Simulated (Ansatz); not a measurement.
## Electronic structure of ClF$_{2}$GeH in real space

Input file:

```
crystal:
  periodic: [false, false, false]
  atoms:
    - { symbol: Ge, position_ang: [0.266056, 0.0, 0.040006] }
    - { symbol: Cl, position_ang: [0.90045, 0.0, 2.127671] }
    - { symbol: H, position_ang: [1.747031, 0.0, -0.345953] }
    - { symbol: F, position_ang: [-0.702519, 1.376817, -0.377112] }
    - { symbol: F, position_ang: [-0.702519, -1.376817, -0.377112] }
basis:
  gaussian: { orbitals: def2-SVP }
hamiltonian:
  xc: pbe
  dispersion: d4
relax:
  f_tol: 0.03
  max_steps: 50
output:
  orbitals: {}
```

Command:

```sh
ansatz run input.yaml --threads 1 --pin off --max-ram 2048MiB --backend cpu --events-out ev --progress --plain --runs-dir out
```

The fields are those of the run's last geometry, not of the input's.

Level of theory: RKS PBE-D4/def2-SVP in Ansatz 0.2.0.

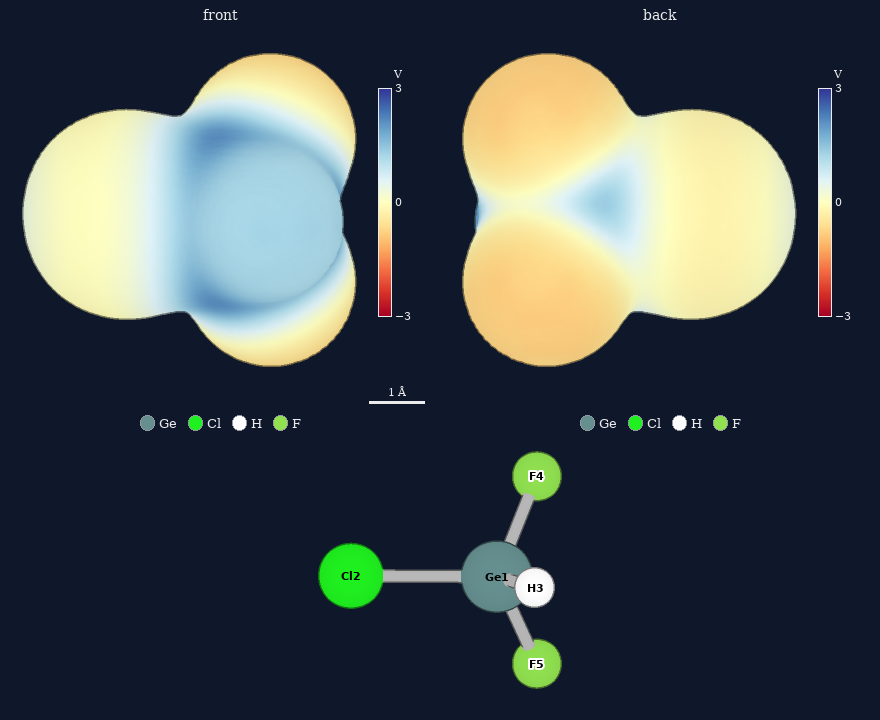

Figure 1. The electrostatic potential painted on the density surface at 0.002 e/bohr³, seen from the front and from behind; the colour scale runs from red (negative) to blue (positive). The bare structure is drawn below in the same view.

Which sites attract a positive test charge, and which a negative one?

A positive charge is drawn to the negative regions and a negative charge to the positive ones. The most negative region (about −0.8 V, or −18 kcal/mol for a unit charge) lies over F4 and F5, the most positive (about +2.1 V, or +48 kcal/mol for a unit charge) over Ge1. Cl2 shows a σ-hole: about +0.4 V, or +9 kcal/mol for a unit charge at the tip opposite its bond, against about −0.1 V on its flanks.

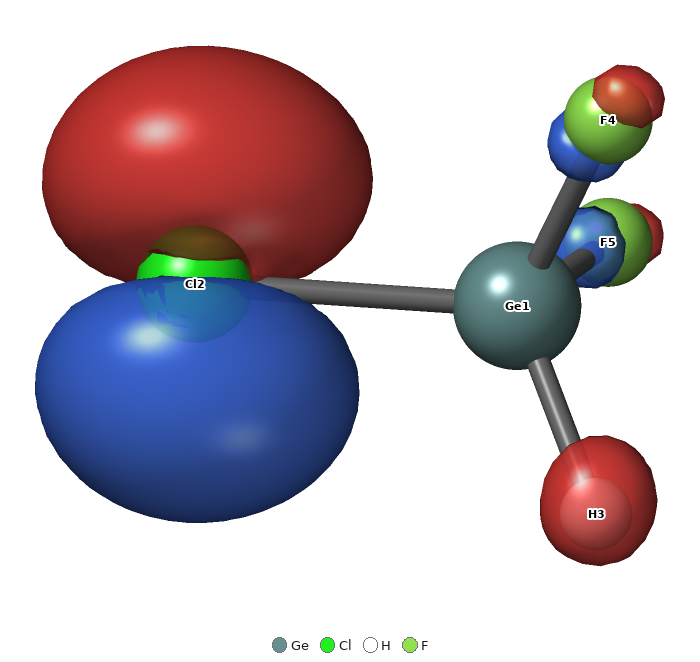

Figure 2. The HOMO at ±0.15 Å⁻³ᐟ² (red and blue are the two phases), seen from one side.

Where does this orbital lie, and at what energy?

It lies mainly on Cl2 (about 85 %) and Ge1 (about 5 %); largely a lone pair of Cl2. Its energy is −8.28 eV.

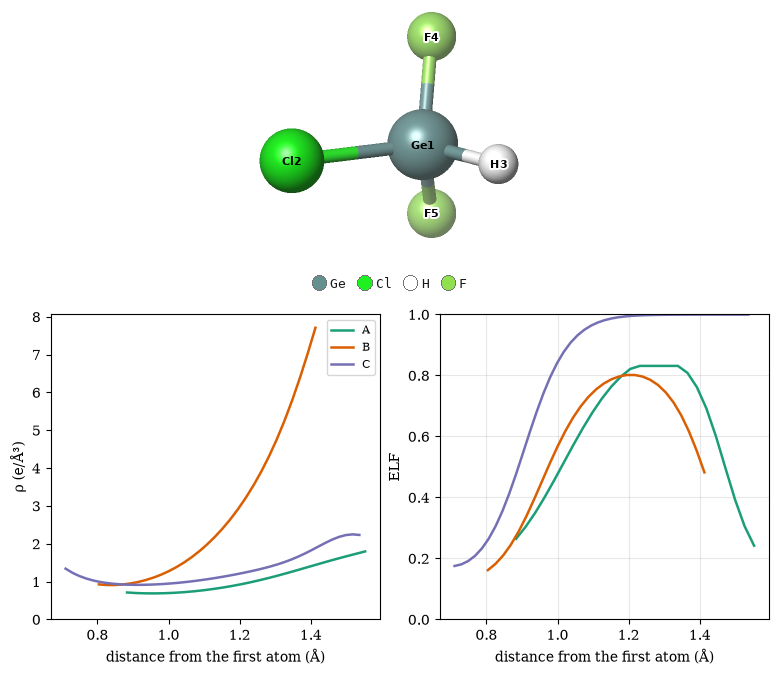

Figure 3. Total electron density and ELF along straight lines between neighbouring atoms. The curves leave out the atomic cores. The structure is drawn too.

Which curve belongs to which contact (Ge–Cl, Ge–F and Ge–H)? The first atom named is at distance zero.

Curve A: Ge–Cl (2.14 Å): ρ is about 0.74 e/Å³ halfway; the ELF peaks at about 0.85 in the valence shell of Cl, 0.9 Å from its nucleus, and is about 0.65 at the midpoint. Curve B: Ge–F (1.74 Å): ρ at the midpoint is about 0.92 e/Å³; the ELF peaks at about 0.80 in the valence shell of F, 0.5 Å from its nucleus, and is about 0.25 at the midpoint. Curve C: Ge–H (1.54 Å): ρ is about 1.1 e/Å³ halfway; the ELF climbs to about 1 towards the hydrogen.
